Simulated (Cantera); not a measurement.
A closed system holds: 1 mol SiCl₄, 1.9 mol CH₄, 110 mol H₂, at 0.100 bar.

Equilibrium computed with Cantera from the NASA thermochemical tables; the gas is ideal and each condensed phase is pure. Candidate condensed phases: C, C₆H₆, C₇H₈, C₈H₁₈, Si, SiC; 109 gas species. The tables' values for SiCl are old estimates; treat these amounts as uncertain. Gases not in the tables: Si₂H₆ and higher silanes. Kinetics and transport are ignored.

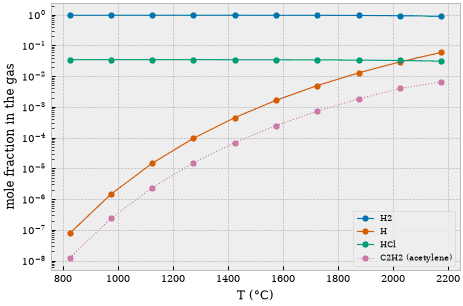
Fig. 1. Equilibrium gas composition (values under 1e-9 drawn at 1e-9)

From 825 °C to 2025 °C the condensed part is C(graphite) + SiC(s). At 2175 °C nothing is condensed. The main Si-bearing gas is SiCl₄ at 825 °C and Si at 2175 °C. The share of Si in condensed phases is highest at 975 °C (99.9 %) and lowest at 2175 °C (0.0 %).
